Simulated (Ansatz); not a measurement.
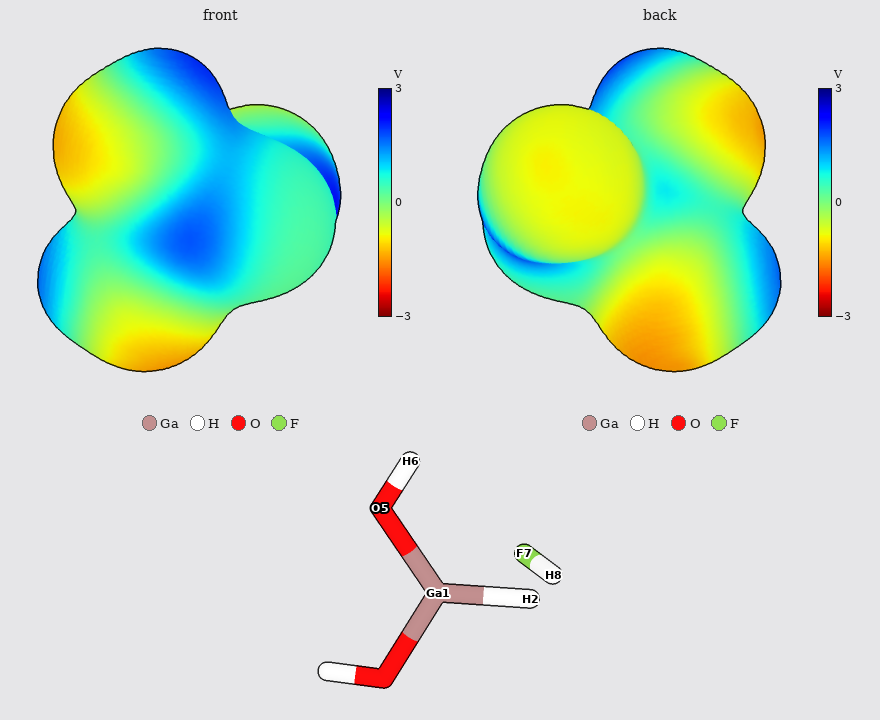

GaH3O2···HF. The electrostatic potential painted on the density surface at 0.001 e/bohr³, seen from the front and from behind; red is negative and blue positive. The bare structure is drawn below in the same view.

The calculation used RKS PBE0-D4/def2-SVP in Ansatz.

```xyz
8

Ga    0.0660   -0.3975    0.1106
H    -0.0424   -0.2140    1.6644
O     1.6847   -0.5403   -0.5971
H     1.6893   -0.6468   -1.5544
O    -1.2939   -0.5851   -1.0168
H    -2.1649   -0.4704   -0.6259
F    -0.0466    2.3213    1.0938
H     0.0356    1.6458    1.7212
```

Which sites attract a positive test charge, and which a negative one?

A positive charge is drawn to the negative regions and a negative charge to the positive ones. The most negative region (about −1.5 V) lies over O3, the most positive (about +2.1 V) over H8. O3 is the likeliest acceptor of a hydrogen bond.
